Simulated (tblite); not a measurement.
# C6H18AlP: the cost of one run

Computed with tblite 0.8.0 and PySCF 2.14.0, with density-fitted response routines of our own, on a single molecule in the gas phase. Atoms count from 0, in the outputs and in this text.

### Step 1. The molecule as given

26 atoms, charge 0, multiplicity 1; geometry from: force field or distance geometry start.

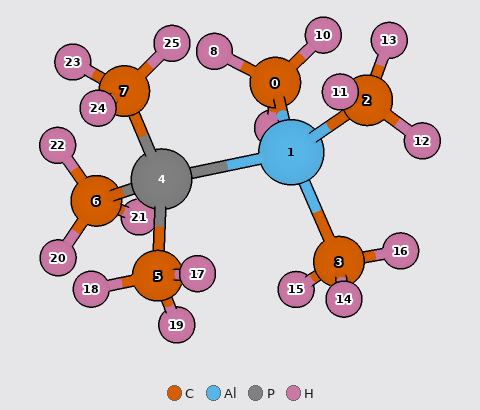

As it starts; carbon orange, aluminium blue, phosphorus grey, hydrogen pink, atoms numbered; sticks join atoms by distance.

### Step 2. Relaxing the molecule with GFN2-xTB

The job: settings as JSON, then the geometry in Å.

```
{"job": {"kind": "relax", "xc": "GFN2-xTB", "basis": "xTB"}, "charge": 0, "multiplicity": 1}
C      1.711500     1.578600    -0.983400
Al     1.123900    -0.095000    -0.079700
C      2.150000    -0.479800     1.576100
C      1.360900    -1.618600    -1.345300
P     -1.120600     0.116200     0.257300
C     -1.963500    -1.499400     0.349100
C     -1.787200     0.879500    -1.274500
C     -1.426500     1.137700     1.706000
H      0.972600     2.357100    -0.723100
H      1.649300     1.353100    -2.072200
H      2.698900     1.914700    -0.661900
H      1.536800    -0.594900     2.484000
H      2.693800    -1.431600     1.433000
H      2.900700     0.302600     1.729900
H      0.974800    -2.521300    -0.804400
H      0.781200    -1.394800    -2.237900
H      2.436300    -1.715600    -1.585800
H     -1.617100    -2.109800     1.196500
H     -3.063400    -1.316700     0.372100
H     -1.763300    -1.976200    -0.636700
H     -2.703600     0.324800    -1.596200
H     -1.033500     0.713700    -2.072900
H     -1.991700     1.941700    -1.060600
H     -1.856400     2.101500     1.360800
H     -2.166500     0.691800     2.407400
H     -0.518300     1.363400     2.275600
```

Run with:

```
$ OMP_NUM_THREADS=1 python probes_run.py task.json out
```

The driver reads the jobs from task.json and runs them one after another.

Q: Estimate the wall time and peak memory of this first job on 1 thread of AMD EPYC 9R45, shared host.

About 1.7 s, with a peak of 0.18 GiB.
